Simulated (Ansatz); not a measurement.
**TiSiNH8ClO2: nudged elastic band (part 1 of 2)**

System: TiSiNH8ClO2.
Method: RKS PBE/def2-SVP (Ansatz 0.2.0).

It belongs to a series of runs on one base structure; here: band between the two ends.

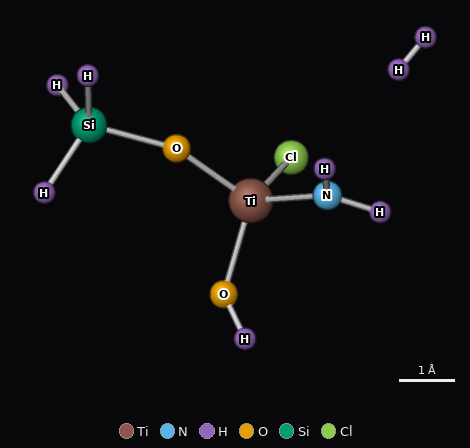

**Figure 1.** The starting structure (ball-and-stick view, seen at a tilt). Sticks mark near contacts.

### Summary

```csv
quantity,value
outcome,converged
"barrier, forward",1.067 eV
"barrier, backward",0.957 eV
hardware,"4 threads of Arm Neoverse V2, 24 GiB of memory available, shared host"
wall time,9.7 min (CPU time 37 min)
peak memory,0.26 GiB
```

### Remarks

The order of the saddle point was not checked.

### Input file
```yaml
crystal:
  periodic: [false, false, false]
  atoms:
    - { symbol: Ti, position_ang: [-0.054027, -0.305694, -0.024754] }
    - { symbol: "N", position_ang: [0.03278, -0.003945, 1.823187] }
    - { symbol: H, position_ang: [-0.785463, 0.109005, 2.433504] }
    - { symbol: H, position_ang: [0.885889, -0.067933, 2.389732] }
    - { symbol: O, position_ang: [1.591565, -0.770355, -0.551571] }
    - { symbol: Si, position_ang: [2.931861, -0.882068, -1.567848] }
    - { symbol: H, position_ang: [2.713631, -1.9761, -2.575075] }
    - { symbol: H, position_ang: [3.149787, 0.426811, -2.279155] }
    - { symbol: H, position_ang: [4.140425, -1.205107, -0.733031] }
    - { symbol: O, position_ang: [-0.571776, 1.197616, -0.85919] }
    - { symbol: H, position_ang: [-0.854639, 2.050852, -0.487096] }
    - { symbol: Cl, position_ang: [-1.579931, -1.893965, -0.414178] }
    - { symbol: H, position_ang: [-0.36027, -3.032383, 3.434707] }
    - { symbol: H, position_ang: [-0.335134, -2.477533, 2.900069] }
basis:
  gaussian: { orbitals: def2-SVP }
hamiltonian:
  xc: pbe
neb:
  order_check: false
  images: 7
  f_tol: 0.05
  max_iterations: 60
  final_atoms:
    - { symbol: Ti, position_ang: [-0.19683246, -0.86106125, 0.20972844] }
    - { symbol: "N", position_ang: [0.38509609, -0.38170031, 2.33298746] }
    - { symbol: H, position_ang: [0.93571625, 0.48842387, 2.36208289] }
    - { symbol: H, position_ang: [0.94307109, -1.12967456, 2.76414986] }
    - { symbol: O, position_ang: [1.58465432, -0.86523382, -0.15219673] }
    - { symbol: Si, position_ang: [2.77445849, -0.9215818, -1.33535809] }
    - { symbol: H, position_ang: [2.73749267, -2.23856703, -2.06062391] }
    - { symbol: H, position_ang: [2.5882113, 0.19950202, -2.32404263] }
    - { symbol: H, position_ang: [4.11987805, -0.76030821, -0.67675518] }
    - { symbol: O, position_ang: [-1.10424669, 0.70161439, 0.34554652] }
    - { symbol: H, position_ang: [-1.52876195, 1.12547366, -0.42291671] }
    - { symbol: Cl, position_ang: [-1.08050253, -1.78715902, -1.62521278] }
    - { symbol: H, position_ang: [-0.79734239, -2.15710341, 1.16358377] }
    - { symbol: H, position_ang: [-0.45619425, -0.24342353, 2.90832808] }
  initial_path:
    images:
      - { positions_ang: [[-0.054027, -0.305694, -0.024754], [0.03278, -0.003945, 1.823187], [-0.785463, 0.109005, 2.433504], [0.885889, -0.067933, 2.389732], [1.591565, -0.770355, -0.551571], [2.931861, -0.882068, -1.567848], [2.713631, -1.9761, -2.575075], [3.149787, 0.426811, -2.279155], [4.140425, -1.205107, -0.733031], [-0.571776, 1.197616, -0.85919], [-0.854639, 2.050852, -0.487096], [-1.579931, -1.893965, -0.414178], [-0.36027, -3.032383, 3.434707], [-0.335134, -2.477533, 2.900069]] }
      - { positions_ang: [[-0.04829197, -0.23296592, -0.0003828], [0.04497231, -0.04123815, 1.98642008], [-0.77918251, -0.03958461, 2.58210547], [0.90766192, -0.0213814, 2.5376542], [1.63034218, -0.55621786, -0.57516121], [2.86924222, -0.97052973, -1.44937014], [2.49805063, -2.03181322, -2.38417849], [3.30480515, 0.12208258, -2.19934351], [3.91449658, -1.37060743, -0.52483502], [-0.68264021, 1.28644877, -0.75240979], [-1.13455036, 1.86352226, -0.52144832], [-1.46468692, -1.90512331, -0.50523077], [-0.0705285, -2.71593219, 2.71736677], [-0.08499252, -2.2174588, 2.57811452]] }
      - { positions_ang: [[-0.04255694, -0.16023784, 0.02398841], [0.05716461, -0.0785313, 2.14965316], [-0.77290202, -0.18817421, 2.73070694], [0.92943484, 0.02517019, 2.68557639], [1.66911936, -0.34208071, -0.59875141], [2.80662343, -1.05899147, -1.33089228], [2.28247026, -2.08752644, -2.19328198], [3.45982329, -0.18264583, -2.11953201], [3.68856816, -1.53610786, -0.31663905], [-0.79350442, 1.37528154, -0.64562958], [-1.41446171, 1.67619252, -0.55580064], [-1.34944284, -1.91628162, -0.59628353], [0.21921301, -2.39948138, 2.00002655], [0.16514897, -1.9573846, 2.25616004]] }
      - { positions_ang: [[-0.03682191, -0.08750976, 0.04835961], [0.06935692, -0.11582445, 2.31288624], [-0.76662153, -0.33676382, 2.87930841], [0.95120776, 0.07172179, 2.83349859], [1.70789654, -0.12794357, -0.62234162], [2.74400465, -1.1474532, -1.21241442], [2.06688988, -2.14323965, -2.00238547], [3.61484144, -0.48737425, -2.03972052], [3.46263974, -1.70160829, -0.10844307], [-0.90436863, 1.46411431, -0.53884936], [-1.69437307, 1.48886278, -0.59015295], [-1.23419876, -1.92743993, -0.6873363], [0.50895451, -2.08303057, 1.28268632], [0.41529045, -1.6973104, 1.93420555]] }
      - { positions_ang: [[-0.03108688, -0.01478168, 0.07273081], [0.08154923, -0.1531176, 2.47611931], [-0.76034104, -0.48535342, 3.02790988], [0.97298068, 0.11827339, 2.98142079], [1.74667371, 0.08619358, -0.64593183], [2.68138587, -1.23591494, -1.09393656], [1.85130951, -2.19895287, -1.81148895], [3.76985959, -0.79210266, -1.95990903], [3.23671132, -1.86710872, 0.0997529], [-1.01523284, 1.55294708, -0.43206915], [-1.97428442, 1.30153304, -0.62450527], [-1.11895467, -1.93859824, -0.77838907], [0.79869602, -1.76657977, 0.56534609], [0.66543193, -1.4372362, 1.61225107]] }
      - { positions_ang: [[-0.07252327, -0.22635157, 0.10698022], [0.15743594, -0.21026327, 2.44033635], [-0.33632672, -0.2419091, 2.86145313], [0.96550328, -0.1937136, 2.92710306], [1.70616887, -0.15166327, -0.52249805], [2.70465402, -1.15733165, -1.15429194], [2.0728553, -2.20885641, -1.87377269], [3.47444752, -0.54420149, -2.05094243], [3.457503, -1.59040859, -0.09437412], [-1.0374863, 1.34011391, -0.23766523], [-1.8629038, 1.2575182, -0.57410813], [-1.10934164, -1.90073843, -0.990095], [0.39968641, -1.86421068, 0.71490551], [0.38502539, -1.13878303, 1.93627033]] }
      - { positions_ang: [[-0.11395967, -0.43792146, 0.14122963], [0.23332266, -0.26740895, 2.40455339], [0.08768761, 0.00153522, 2.69499639], [0.95802588, -0.50570059, 2.87278532], [1.66566402, -0.38952012, -0.39906428], [2.72792218, -1.07874837, -1.21464732], [2.29440109, -2.21875995, -1.93605643], [3.17903544, -0.29630032, -2.14197583], [3.67829468, -1.31370846, -0.28850114], [-1.05973976, 1.12728073, -0.04326132], [-1.75152318, 1.21350335, -0.52371099], [-1.0997286, -1.86287863, -1.20180092], [0.00067681, -1.96184159, 0.86446493], [0.10461884, -0.84032986, 2.26028958]] }
      - { positions_ang: [[-0.15539606, -0.64949136, 0.17547904], [0.30920937, -0.32455463, 2.36877042], [0.51170193, 0.24497955, 2.52853964], [0.95054849, -0.81768758, 2.81846759], [1.62515917, -0.62737697, -0.2756305], [2.75119033, -1.00016508, -1.2750027], [2.51594688, -2.22866349, -1.99834017], [2.88362337, -0.04839915, -2.23300923], [3.89908637, -1.03700833, -0.48262816], [-1.08199323, 0.91444756, 0.1511426], [-1.64014257, 1.1694885, -0.47331385], [-1.09011557, -1.82501883, -1.41350685], [-0.39833279, -2.0594725, 1.01402435], [-0.17578771, -0.54187669, 2.58430883]] }
      - { positions_ang: [[-0.19683246, -0.86106125, 0.20972844], [0.38509609, -0.38170031, 2.33298746], [0.93571625, 0.48842387, 2.36208289], [0.94307109, -1.12967456, 2.76414986], [1.58465432, -0.86523382, -0.15219673], [2.77445849, -0.9215818, -1.33535809], [2.73749267, -2.23856703, -2.06062391], [2.5882113, 0.19950202, -2.32404263], [4.11987805, -0.76030821, -0.67675518], [-1.10424669, 0.70161439, 0.34554652], [-1.52876195, 1.12547366, -0.42291671], [-1.08050253, -1.78715902, -1.62521278], [-0.79734239, -2.15710341, 1.16358377], [-0.45619425, -0.24342353, 2.90832808]] }
```

Run as:
```bash
ansatz run input.yaml --threads 4 --pin off --max-ram 5120MiB --backend cpu --events-out ev --progress --plain --runs-dir out
```

### The program's output
```
Engine: ansatz 0.2.0, aarch64-unknown-linux-gnu
Functional definition: PBE
  parameter kappa = 0.804
  parameter beta = 0.06672455060314922
  exchange = pbe_x(kappa = kappa, mu = beta*pi^2/3)
  correlation = pbe_c(beta = beta)
1693 factors; their error is unknown
mean field evaluation 1: about -49180.6604 eV, gradient 1.0e2 eV
mean field evaluation 2: about -48742.3531 eV, gradient 4.4e2 eV
mean field evaluation 4: about -49173.0115 eV, gradient 1.2e2 eV
mean field evaluation 8: about -49200.9831 eV, gradient 2.9e-1 eV
mean field -49200.98365588 eV, -1808.1027997289 hartree, gradient 1.5e-5 eV, S^2 0.000000; 0 other end points of the search recorded, 0 dependent functions left out
the calculation of the forces begins
reference -49200.98374996 eV, -1808.1028031865 hartree; 42, 42 occupied and 107, 107 virtual orbitals, 1693 factors
1693 factors; their error is unknown
mean field evaluation 16: about -49176.7483 eV, gradient 9.7e1 eV
mean field -49200.87365185 eV, -1808.0987571556 hartree, gradient 1.4e-5 eV, S^2 0.000000; 0 other end points of the search recorded, 0 dependent functions left out
[... from here on the field's lines of each further geometry are left out, up to the last ...]
NEB iter   1: max|band force component| = 1.940e2 eV/Å  barrier→ = 56.7312 eV  barrier← = 56.6212 eV  Δτ_max = 0.2000 Å  (567 SCF iters)
NEB iter   2: max|band force component| = 5.452e1 eV/Å  barrier→ = 16.7902 eV  barrier← = 16.6801 eV  Δτ_max = 0.2000 Å  (277 SCF iters)
NEB iter   3: max|band force component| = 3.599e1 eV/Å  barrier→ = 8.4845 eV  barrier← = 8.3744 eV  Δτ_max = 0.2000 Å  (265 SCF iters)
NEB iter   4: max|band force component| = 1.698e1 eV/Å  barrier→ = 3.3658 eV  barrier← = 3.2558 eV  Δτ_max = 0.2000 Å  (257 SCF iters)
NEB iter   5: max|band force component| = 9.445e0 eV/Å  barrier→ = 1.5132 eV  barrier← = 1.4032 eV  Δτ_max = 0.2000 Å  (258 SCF iters)
NEB iter   6: max|band force component| = 5.701e0 eV/Å  barrier→ = 0.9155 eV  barrier← = 0.8055 eV  Δτ_max = 0.1988 Å  (247 SCF iters)
NEB iter   7: max|band force component| = 3.738e0 eV/Å  barrier→ = 0.8055 eV  barrier← = 0.6955 eV  Δτ_max = 0.2000 Å  (235 SCF iters)
NEB iter   8: max|band force component| = 1.733e0 eV/Å  barrier→ = 0.6433 eV  barrier← = 0.5333 eV  Δτ_max = 0.2000 Å  (257 SCF iters)
NEB iter   9: max|band force component| = 8.777e-1 eV/Å  barrier→ = 0.7427 eV  barrier← = 0.6327 eV  Δτ_max = 0.1802 Å  (250 SCF iters)
NEB iter  10: max|band force component| = 5.758e-1 eV/Å  barrier→ = 0.6642 eV  barrier← = 0.5542 eV  Δτ_max = 0.1963 Å  (229 SCF iters)
NEB iter  11: max|band force component| = 1.584e0 eV/Å  barrier→ = 0.7083 eV  barrier← = 0.5983 eV  Δτ_max = 0.1049 Å  (245 SCF iters)
NEB iter  12: max|band force component| = 3.768e-1 eV/Å  barrier→ = 0.5459 eV  barrier← = 0.4359 eV  CI = image 4  Δτ_max = 0.2000 Å  (239 SCF iters)
NEB iter  13: max|band force component| = 4.269e-1 eV/Å  barrier→ = 0.5689 eV  barrier← = 0.4589 eV  CI = image 4  Δτ_max = 0.1995 Å  (242 SCF iters)
NEB iter  14: max|band force component| = 7.144e-1 eV/Å  barrier→ = 0.6537 eV  barrier← = 0.5436 eV  CI = image 4  Δτ_max = 0.1997 Å  (233 SCF iters)
NEB iter  15: max|band force component| = 8.582e-1 eV/Å  barrier→ = 0.7464 eV  barrier← = 0.6363 eV  CI = image 4  Δτ_max = 0.2000 Å  (229 SCF iters)
NEB iter  16: max|band force component| = 1.007e0 eV/Å  barrier→ = 0.9510 eV  barrier← = 0.8410 eV  CI = image 4  Δτ_max = 0.2000 Å  (239 SCF iters)
NEB iter  17: max|band force component| = 9.252e-1 eV/Å  barrier→ = 1.0962 eV  barrier← = 0.9862 eV  CI = image 4  Δτ_max = 0.2000 Å  (254 SCF iters)
NEB iter  18: max|band force component| = 7.109e-1 eV/Å  barrier→ = 1.1890 eV  barrier← = 1.0790 eV  CI = image 4  Δτ_max = 0.2000 Å  (248 SCF iters)
NEB iter  19: max|band force component| = 4.842e-1 eV/Å  barrier→ = 1.1970 eV  barrier← = 1.0870 eV  CI = image 4  Δτ_max = 0.1999 Å  (237 SCF iters)
NEB iter  20: max|band force component| = 4.550e-1 eV/Å  barrier→ = 1.1683 eV  barrier← = 1.0583 eV  CI = image 4  Δτ_max = 0.1008 Å  (249 SCF iters)
NEB iter  21: max|band force component| = 3.440e-1 eV/Å  barrier→ = 1.1555 eV  barrier← = 1.0455 eV  CI = image 4  Δτ_max = 0.1009 Å  (237 SCF iters)
NEB iter  22: max|band force component| = 2.933e-1 eV/Å  barrier→ = 1.1438 eV  barrier← = 1.0338 eV  CI = image 4  Δτ_max = 0.1996 Å  (236 SCF iters)
NEB iter  23: max|band force component| = 2.057e-1 eV/Å  barrier→ = 1.1261 eV  barrier← = 1.0161 eV  CI = image 4  Δτ_max = 0.1728 Å  (222 SCF iters)
NEB iter  24: max|band force component| = 1.562e-1 eV/Å  barrier→ = 1.1148 eV  barrier← = 1.0048 eV  CI = image 4  Δτ_max = 0.0861 Å  (233 SCF iters)
NEB iter  25: max|band force component| = 1.400e-1 eV/Å  barrier→ = 1.1068 eV  barrier← = 0.9968 eV  CI = image 4  Δτ_max = 0.0861 Å  (230 SCF iters)
NEB iter  26: max|band force component| = 1.375e-1 eV/Å  barrier→ = 1.1028 eV  barrier← = 0.9928 eV  CI = image 4  Δτ_max = 0.0861 Å  (234 SCF iters)
NEB iter  27: max|band force component| = 1.355e-1 eV/Å  barrier→ = 1.0963 eV  barrier← = 0.9863 eV  CI = image 4  Δτ_max = 0.0860 Å  (233 SCF iters)
NEB iter  28: max|band force component| = 1.226e-1 eV/Å  barrier→ = 1.0900 eV  barrier← = 0.9800 eV  CI = image 4  Δτ_max = 0.0860 Å  (229 SCF iters)
NEB iter  29: max|band force component| = 1.529e-1 eV/Å  barrier→ = 1.0842 eV  barrier← = 0.9742 eV  CI = image 4  Δτ_max = 0.0431 Å  (228 SCF iters)
NEB iter  30: max|band force component| = 1.399e-1 eV/Å  barrier→ = 1.0800 eV  barrier← = 0.9700 eV  CI = image 4  Δτ_max = 0.0431 Å  (225 SCF iters)
NEB iter  31: max|band force component| = 7.827e-2 eV/Å  barrier→ = 1.0763 eV  barrier← = 0.9663 eV  CI = image 4  Δτ_max = 0.0431 Å  (235 SCF iters)
NEB iter  32: max|band force component| = 5.687e-2 eV/Å  barrier→ = 1.0731 eV  barrier← = 0.9631 eV  CI = image 4  Δτ_max = 0.0432 Å  (236 SCF iters)
NEB iter  33: max|band force component| = 8.706e-2 eV/Å  barrier→ = 1.0704 eV  barrier← = 0.9604 eV  CI = image 4  Δτ_max = 0.0215 Å  (232 SCF iters)
NEB iter  34: max|band force component| = 9.025e-2 eV/Å  barrier→ = 1.0691 eV  barrier← = 0.9591 eV  CI = image 4  Δτ_max = 0.0215 Å  (239 SCF iters)
NEB iter  35: max|band force component| = 6.314e-2 eV/Å  barrier→ = 1.0680 eV  barrier← = 0.9580 eV  CI = image 4  Δτ_max = 0.0215 Å  (237 SCF iters)
the calculation of the forces begins
reference -49200.85527314 eV, -1808.0980817504 hartree; 42, 42 occupied and 107, 107 virtual orbitals, 1693 factors
1693 factors; their error is unknown
mean field -49199.91680498 eV, -1808.0635936817 hartree, gradient 2.2e-5 eV, S^2 0.000000; 1 other end points of the search recorded, 0 dependent functions left out
the calculation of the forces begins
reference -49199.91689746 eV, -1808.0635970804 hartree; 42, 42 occupied and 107, 107 virtual orbitals, 1693 factors
NEB iter  36: max|band force component| = 4.389e-2 eV/Å  barrier→ = 1.0669 eV  barrier← = 0.9568 eV  CI = image 4  Δτ_max = 0.0000 Å  (397 SCF iters)
```
